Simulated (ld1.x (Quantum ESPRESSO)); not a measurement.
# How the rcutus of the p waves shapes a PAW potential for N, part 1 of 2

Aim: generate and test one potential in full, then change the rcutus of the p waves and see what happens to hardness, ghosts and transferability.

The numbers are computed with ld1.x (Quantum ESPRESSO) 7.5 (PBE, non-relativistic, spin-unpolarised reference atom).

1 further run of the same task is left out (set aside as unsound or not needed).

**1. Starting point**

Typed settings, in words:

| Quantity | Value |
| --- | --- |
| element | nitrogen (N, Z = 7) |
| type | PAW |
| frozen core | [He] |
| valence charge | 5 |
| reference configuration | 2s1.5 2p3.5 |
| partial waves | 2s (bound): rcut 0.80, rcutus 1.00 bohr; 2s channel at 2.1 Ry: rcut 0.80, rcutus 1.00 bohr; 2p (bound): rcut 1.40, rcutus 1.70 bohr; 2p channel at 0.35 Ry: rcut 1.40, rcutus 1.70 bohr |
| local potential | all-electron potential smoothed inside 1.65 bohr (lloc = -1) |
| core correction | Bessel-smoothed model core inside 0.85 bohr |
| augmentation charge | PSQ, inside the norm-conserving radii |

An earlier all-electron run gives the scale for the radii.

All-electron outer shells of the reference configuration (PBE, non-relativistic, ld1.x):

```json
{"shell": "1s", "level (eV)": "-384.90", "outermost node (bohr)": "–", "outermost maximum (bohr)": "0.15"}
{"shell": "2s", "level (eV)": "-18.79", "outermost node (bohr)": "0.32", "outermost maximum (bohr)": "1.02"}
{"shell": "2p", "level (eV)": "-7.31", "outermost node (bohr)": "–", "outermost maximum (bohr)": "0.98"}
```

**2. Generation of the first potential**

The input, N.in:

```
 &input
   title='N', zed=7., rel=0, dft='PBE', iswitch=3,
   config='[He] 2s1.5 2p3.5',
   nld=2, rlderiv=1.85, eminld=-3.0, emaxld=5.0, deld=0.02
 /
 &inputp
   pseudotype=3, lpaw=.true., tm=.true., lloc=-1, rcloc=1.65,
   nlcc=.true., new_core_ps=.true., rcore=0.85,
   which_augfun='PSQ', rmatch_augfun_nc=.true.,
   file_pseudopw='N.UPF', file_wfcaegen='ae.wfc', file_wfcncgen='nc.wfc', file_beta='beta', file_chi='chi', file_wfcusgen='us.wfc'
 /
4
2S  1  0   1.50   0.00  0.80  1.00  0.0
2S  1  0   0.00   2.10  0.80  1.00  0.0
2P  2  1   3.50   0.00  1.40  1.70  0.0
2P  2  1   0.00   0.35  1.40  1.70  0.0
 &test
   configts(1)='2s1.5 2p3.5'
 /
```

The run is started by

```console
$ ld1.x < N.in > N.out
```

The output, N.out (without the banner and most projector matrices):

```text
     Program LD1 v.7.5
     --------------------------- All-electron run ----------------------------

     N

     atomic number is  7.00
     dft =PBE   lsd =0 sic =0 latt =0  beta=0.20 tr2=1.0E-14
     Exchange-correlation= PBE
                           (   1   4   3   4   0   0   0)
     mesh =1085 r(mesh) =  99.89202 a.u. xmin = -7.00 dx = 0.01250
     1 Ry =  13.60569312 eV

     n l     nl                  e(Ry)          e(Ha)          e(eV)
     1 0     1S 1( 2.00)       -28.2893       -14.1446      -384.8950
     2 0     2S 1( 1.50)        -1.3807        -0.6903       -18.7853
     2 1     2P 1( 3.50)        -0.5371        -0.2686        -7.3078

     final scf error:  6.6E-15 reached in  37 iterations

     Etot =    -108.420994 Ry,     -54.210497 Ha,   -1475.142772 eV

     Ekin =     108.083682 Ry,      54.041841 Ha,    1470.553410 eV
     Encl =    -255.021082 Ry,    -127.510541 Ha,   -3469.738588 eV
     Eh   =      51.575436 Ry,      25.787718 Ha,     701.719553 eV
     Exc  =     -13.059029 Ry,      -6.529515 Ha,    -177.677146 eV

     normalization and overlap integrals

     s(1S/1S) =  1.000000  <r> =   0.2298  <r2> =    0.0715  r(max) =   0.1483
     s(2S/2S) =  1.000000  <r> =   1.3190  <r2> =    2.1122  r(max) =   1.0167
     s(2P/2P) =  1.000000  <r> =   1.4770  <r2> =    2.8857  r(max) =   0.9793

     ------------------------ End of All-electron run ------------------------

     --------------------- Generating PAW atomic setup --------------------

      Generating local potential from pseudized AE potential:
      Matching radius rcloc =   1.6500

      Local pseudo, rcloc= 1.655 Estimated cut-off energy=     8.96 Ry

      Computing core charge for nlcc:

       r > 0.85 : true rho core
      Core charge pseudized with two Bessel functions
      Integrated core pseudo-charge :   0.15
      Wfc-us  2S rcutus= 1.004  Estimated cut-off energy=    43.96 Ry
      Wfc-us  2S rcutus= 1.004  Estimated cut-off energy=    51.09 Ry
      Wfc-us  2P rcutus= 1.697  Estimated cut-off energy=    27.22 Ry
      Wfc-us  2P rcutus= 1.697  Estimated cut-off energy=    34.04 Ry

     Required augmentation: PSQ   radius:    1.700000

     Q pseudized with Bessel functions
     Expected ecutrho=     290.0891 due to l1=  0   l2=  1

     Estimated PAW energy =  -27.172713 Ryd

     The PAW screened D coefficients
     0.40430     0.43568     0.00000     0.00000
     0.43568     0.44718     0.00000     0.00000
     0.00000     0.00000    -0.78118    -0.49742
     0.00000     0.00000    -0.49742    -0.30937

     The PAW descreened D coefficients (US)
     0.15578     0.16980     0.00000     0.00000
     0.16980     0.16372     0.00000     0.00000
     0.00000     0.00000     0.04932     0.13831
     0.00000     0.00000     0.13831     0.16065

     ------------------- End of pseudopotential generation -------------------

     [... the all-electron block is printed once more ...]


     Computing logarithmic derivative in   1.84109
     Computing logarithmic derivative in   1.84109
     Computing the partial wave expansion
     R is outside the sphere for l=    0 j= 0.00
     R is outside the sphere for l=    0 j= 0.00
     R is outside the sphere for l=    1 j= 0.00
     R is outside the sphere for l=    1 j= 0.00

     ---------------------- Testing the pseudopotential ----------------------

     N

     atomic number is  7.00   valence charge is  5.00
     dft = SLA  PW   PBX  PBC   lsd =0 sic =0 latt =0  beta=0.20 tr2=1.0E-14
     mesh =1085 r(mesh) =  99.89202 xmin = -7.00 dx = 0.01250

     n l     nl             e AE (Ry)        e PS (Ry)    De AE-PS (Ry)
     1 0     2S   1( 1.50)       -1.38070       -1.38070        0.00000
     2 1     2P   1( 3.50)       -0.53712       -0.53712       -0.00000

     eps = 6.3E-15  iter =  1

     Etot =    -108.420994 Ry,     -54.210497 Ha,   -1475.142772 eV
     Etotps =   -27.172713 Ry,     -13.586356 Ha,    -369.703588 eV

     Ekin =      19.964426 Ry,       9.982213 Ha,     271.629854 eV
     Encl =     -50.316618 Ry,     -25.158309 Ha,    -684.592464 eV
     Ehrt =      16.238509 Ry,       8.119254 Ha,     220.936169 eV
     Ecxc =     -13.059029 Ry,      -6.529515 Ha,    -177.677147 eV
     (Ecc =      -0.143090 Ry,      -0.071545 Ha,      -1.946843 eV)

     ---------------------- End of pseudopotential test ----------------------
```

Wall time 1.4 s (1 thread, shared host). This counts the later configuration tests of the new file too.

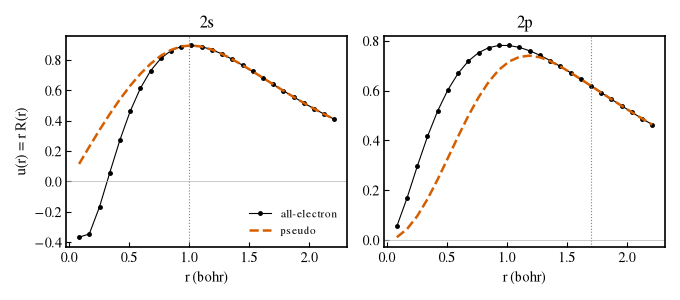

All-electron and pseudo partial waves (2s, 2p), with the matching radii dotted. The curves join 26 sampled radii.

**3. Transferability test**

The input, N.test.in:

```
 &input
   title='N', zed=7., rel=0, dft='PBE', iswitch=2,
   config='[He] 2s1.5 2p3.5'
 /
 &test
   file_pseudo='N.UPF', nconf=8,
   configts(1)='2s1.5 2p3.5',
   configts(2)='2s2 2p3',
   configts(3)='2s2 2p2',
   configts(4)='2s2 2p1',
   configts(5)='2s1 2p3',
   configts(6)='2s2 2p3.3',
   configts(7)='2s1 2p4',
   configts(8)='2s2 2p2.5'
 /
```

The run is started by

```console
$ ld1.x < N.test.in > N.test.out
```

N.test.out, the pseudopotential blocks:

```text
     ---------------------- Testing the pseudopotential ----------------------

     N

     atomic number is  7.00   valence charge is  5.00
     dft =SLA  PW   PBX  PBC   lsd =0 sic =0 latt =0  beta=0.20 tr2=1.0E-14
     mesh =1085 r(mesh) =  99.89202 xmin = -7.00 dx = 0.01250

     n l     nl             e AE (Ry)        e PS (Ry)    De AE-PS (Ry)
     1 0     2S   1( 1.50)       -1.38070       -1.38070       -0.00000
     2 1     2P   1( 3.50)       -0.53712       -0.53712       -0.00000

     eps = 6.7E-15  iter =  1

     Etot =    -108.420994 Ry,     -54.210497 Ha,   -1475.142772 eV
     Etotps =   -27.172713 Ry,     -13.586356 Ha,    -369.703588 eV

     Ekin =      19.964426 Ry,       9.982213 Ha,     271.629854 eV
     Encl =     -50.316618 Ry,     -25.158309 Ha,    -684.592464 eV
     Ehrt =      16.238509 Ry,       8.119254 Ha,     220.936169 eV
     Ecxc =     -13.059029 Ry,      -6.529515 Ha,    -177.677147 eV
     (Ecc =      -0.143090 Ry,      -0.071545 Ha,      -1.946843 eV)

     ---------------------- End of pseudopotential test ----------------------

     ---------------------- Testing the pseudopotential ----------------------

     N

     [...]
     n l     nl             e AE (Ry)        e PS (Ry)    De AE-PS (Ry)
     1 0     2S   1( 2.00)       -1.36397       -1.36393       -0.00004
     2 1     2P   1( 3.00)       -0.52146       -0.52145       -0.00001

     eps = 2.2E-15  iter =  7

     Etot =    -108.842527 Ry,     -54.421263 Ha,   -1480.878020 eV
     Etotps =   -27.594239 Ry,     -13.797119 Ha,    -375.438746 eV
     dEtot_ae =      -0.421533 Ry
     dEtot_ps =      -0.421526 Ry,   Delta E=      -0.000007 Ry

     [...]
     ---------------------- End of pseudopotential test ----------------------

     ---------------------- Testing the pseudopotential ----------------------

     N

     [...]
     n l     nl             e AE (Ry)        e PS (Ry)    De AE-PS (Ry)
     1 0     2S   1( 2.00)       -2.38383       -2.38378       -0.00005
     2 1     2P   1( 2.00)       -1.52095       -1.52085       -0.00010

     eps = 5.7E-16  iter =  9

     Etot =    -107.843157 Ry,     -53.921579 Ha,   -1467.280906 eV
     Etotps =   -26.594920 Ry,     -13.297460 Ha,    -361.842327 eV
     dEtot_ae =       0.577837 Ry
     dEtot_ps =       0.577792 Ry,   Delta E=       0.000044 Ry

     [...]
     ---------------------- End of pseudopotential test ----------------------

     ---------------------- Testing the pseudopotential ----------------------

     N

     [...]
     n l     nl             e AE (Ry)        e PS (Ry)    De AE-PS (Ry)
     1 0     2S   1( 2.00)       -3.61062       -3.61080        0.00018
     2 1     2P   1( 1.00)       -2.75729       -2.75711       -0.00018

     eps = 1.3E-15  iter =  7

     Etot =    -105.722074 Ry,     -52.861037 Ha,   -1438.422091 eV
     Etotps =   -24.473970 Ry,     -12.236985 Ha,    -332.985319 eV
     dEtot_ae =       2.698920 Ry
     dEtot_ps =       2.698743 Ry,   Delta E=       0.000177 Ry

     [...]
     ---------------------- End of pseudopotential test ----------------------

     ---------------------- Testing the pseudopotential ----------------------

     N

     [...]
     n l     nl             e AE (Ry)        e PS (Ry)    De AE-PS (Ry)
     1 0     2S   1( 1.00)       -2.39183       -2.39197        0.00014
     2 1     2P   1( 3.00)       -1.52792       -1.52795        0.00003

     eps = 3.4E-16  iter =  9

     Etot =    -106.979731 Ry,     -53.489866 Ha,   -1455.533394 eV
     Etotps =   -25.731421 Ry,     -12.865710 Ha,    -350.093813 eV
     dEtot_ae =       1.441263 Ry
     dEtot_ps =       1.441292 Ry,   Delta E=      -0.000029 Ry

     [...]
     ---------------------- End of pseudopotential test ----------------------

     ---------------------- Testing the pseudopotential ----------------------

     N

     [...]
     n l     nl             e AE (Ry)        e PS (Ry)    De AE-PS (Ry)
     1 0     2S   1( 2.00)       -1.10976       -1.10973       -0.00003
     2 1     2P   1( 3.30)       -0.27756       -0.27756        0.00000

     eps = 4.3E-15  iter = 12

     Etot =    -108.961629 Ry,     -54.480814 Ha,   -1482.498481 eV
     Etotps =   -27.713339 Ry,     -13.856669 Ha,    -377.059180 eV
     dEtot_ae =      -0.540635 Ry
     dEtot_ps =      -0.540626 Ry,   Delta E=      -0.000009 Ry

     [...]
     ---------------------- End of pseudopotential test ----------------------

     ---------------------- Testing the pseudopotential ----------------------

     N

     [...]
     n l     nl             e AE (Ry)        e PS (Ry)    De AE-PS (Ry)
     1 0     2S   1( 1.00)       -1.39661       -1.39666        0.00005
     2 1     2P   1( 4.00)       -0.55206       -0.55207        0.00001

     eps = 6.1E-15  iter = 10

     Etot =    -107.998949 Ry,     -53.999475 Ha,   -1469.400564 eV
     Etotps =   -26.750660 Ry,     -13.375330 Ha,    -363.961268 eV
     dEtot_ae =       0.422044 Ry
     dEtot_ps =       0.422053 Ry,   Delta E=      -0.000008 Ry

     [...]
     ---------------------- End of pseudopotential test ----------------------

     ---------------------- Testing the pseudopotential ----------------------

     N

     [...]
     n l     nl             e AE (Ry)        e PS (Ry)    De AE-PS (Ry)
     1 0     2S   1( 2.00)       -1.84441       -1.84435       -0.00006
     2 1     2P   1( 2.50)       -0.98849       -0.98844       -0.00005

     eps = 7.0E-15  iter =  9

     Etot =    -108.467959 Ry,     -54.233980 Ha,   -1475.781768 eV
     Etotps =   -27.219686 Ry,     -13.609843 Ha,    -370.342700 eV
     dEtot_ae =      -0.046965 Ry
     dEtot_ps =      -0.046974 Ry,   Delta E=       0.000009 Ry

     [...]
     ---------------------- End of pseudopotential test ----------------------
```

Excitation and ionisation energies from 2s1.5 2p3.5, with the error of the potential.

```csv
valence configuration,charge,ΔE all-electron (eV),error AE − PS (meV)
2s2 2p3,0,-5.735,-0.1
2s2 2p2,+1,7.862,+0.6
2s2 2p1,+2,36.721,+2.4
2s1 2p3,+1,19.609,-0.4
2s2 2p3.3,-0.3,-7.356,-0.1
2s1 2p4,0,5.742,-0.1
2s2 2p2.5,+0.5,-0.639,+0.1
```

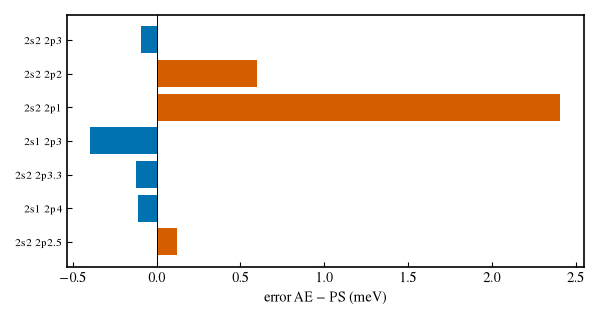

Error of the potential in each test configuration.

(Continued in part 2 of 2.)
